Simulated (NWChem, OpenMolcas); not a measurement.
Exact exchange and the HOMO–LUMO gap of PF3 (phosphorus trifluoride)

PF3 has 4 atoms, charge 0, and is taken as a singlet. As SMILES, `FP(F)F`. The coordinates come from a PBE0-D4/def2-TZVP relaxation.

The HOMO–LUMO gap y, in eV, basis 6-311+G(d,p); a is the functional's share of exact exchange. Programs: NWChem 7.3.0, OpenMolcas 26.06.

| functional | program | a | y (eV) |
| --- | --- | --- | --- |
| r2SCAN | NWChem | 0 | 7.20 |
| BLYP | NWChem | 0 | 6.59 |
| B3LYP | NWChem | 0.2 | 8.45 |
| PBE0 | NWChem | 0.25 | ? |
| BHLYP | OpenMolcas | 0.5 | 11.10 |

Q: Fit y = c + s·a to the known rows and predict PBE0.

A: 
1. Means of the 4 rows: a = 0.1750, y = 8.335.
2. Σ(Δa)² = 0.1675, Σ(Δa·Δy) = 1.4055, so the slope is 1.4055/0.1675 = 8.391.
3. Intercept: 8.335 − (8.391) × 0.1750 = 6.867. The largest residual of the fit is 0.33.
4. PBE0: 6.867 + (8.391) × 0.25 = 8.96 eV.

The run gave 8.90 eV, so the prediction is off by +0.06 eV, within the scatter of the fit. Exact exchange lowers occupied levels and raises empty ones. The rows mix families of semi-local functionals, which the line can't see.

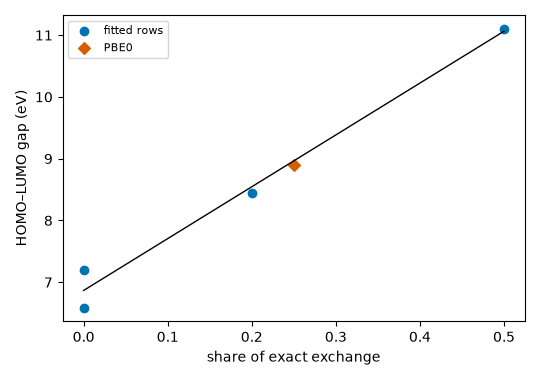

The fitted line, with the withheld row.
